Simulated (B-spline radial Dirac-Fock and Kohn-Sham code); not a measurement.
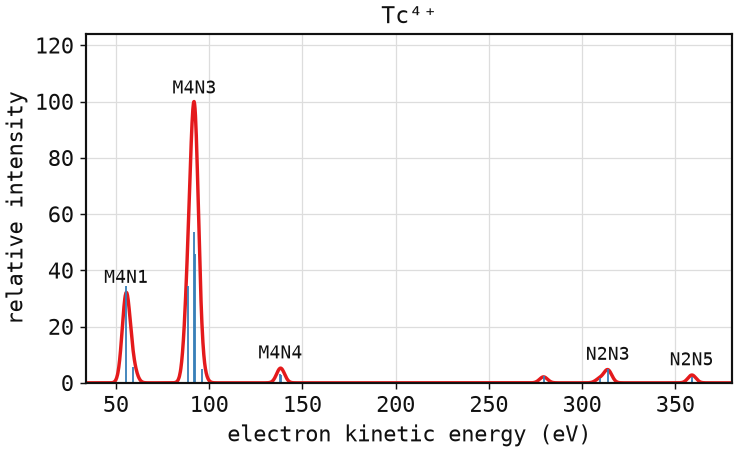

**Figure.** Auger and Coster–Kronig groups that fill an M2 (3p1/2) hole, broadened by 5.0 eV full width. Kinetic energies count from the vacuum level; very weak lines are left out. It refers to Tc⁴⁺ ([Kr] 4d3), inside a Watson sphere of charge −4 and radius 3 Å that stands in for a crystal. Method: independent-particle Coulomb rates on relativistic LDA orbitals, configuration-average energies from Dirac–Fock (computed with a B-spline radial code). Widths ruled by Coster–Kronig decay come out up to twice the measured ones in this model.

Summarise the result.

The strongest group is M2-M4N3 at 92.13 eV (27 % of the non-radiative width), followed by M2-M5N2 at 92.32 eV (23 %), M2-M4N1 at 55.47 eV (17 %), M2-M4N2 at 88.88 eV (17 %). The lines shown span 55.47 eV to 359.1 eV.
